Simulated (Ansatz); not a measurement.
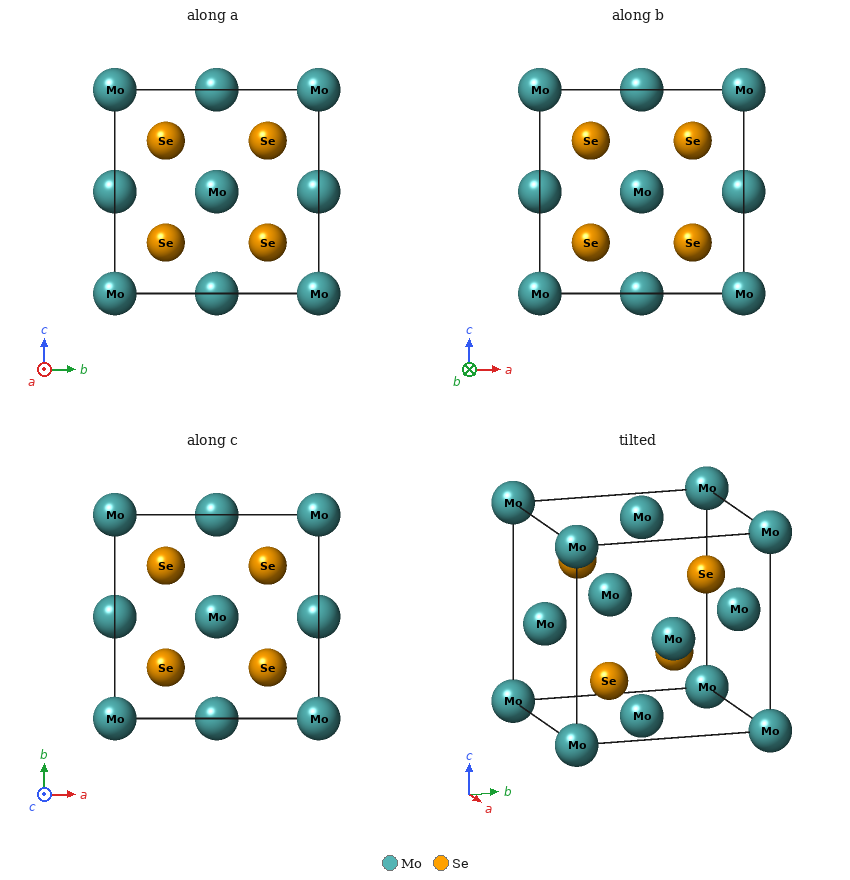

A spheres-only rendering, viewed along the a axis, along the b axis, along the c axis and slightly off an axis. Atoms at the boundary of the conventional unit cell (the box) are drawn once for each face, edge or corner they touch.

Lattice parameters: a = 6.4486 Å, b = 6.4486 Å, c = 6.4486 Å, α = 90.000°, β = 90.000°, γ = 90.000°.

### Convert the drawing into a CIF in P1 with every atom of the cell.

```cif
data_structure
_symmetry_space_group_name_H-M 'P 1'
_symmetry_Int_Tables_number 1
_cell_length_a 6.4486
_cell_length_b 6.4486
_cell_length_c 6.4486
_cell_angle_alpha 90.000
_cell_angle_beta 90.000
_cell_angle_gamma 90.000
_cell_volume 268.16
loop_
_atom_site_label
_atom_site_type_symbol
_atom_site_fract_x
_atom_site_fract_y
_atom_site_fract_z
_atom_site_occupancy
Mo1 Mo 0.0000 0.0000 0.0000 1
Se1 Se 0.2500 0.2500 0.7500 1
Mo2 Mo 0.0000 0.5000 0.5000 1
Se2 Se 0.2500 0.7500 0.2500 1
Mo3 Mo 0.5000 0.0000 0.5000 1
Se3 Se 0.7500 0.2500 0.2500 1
Mo4 Mo 0.5000 0.5000 0.0000 1
Se4 Se 0.7500 0.7500 0.7500 1
```

The starting point was a structure type filled with these elements by a generator (whether the compound takes this form wasn't checked). Earlier steps of the study may have refined or changed the cell and positions. It went into a calculation with Ansatz.
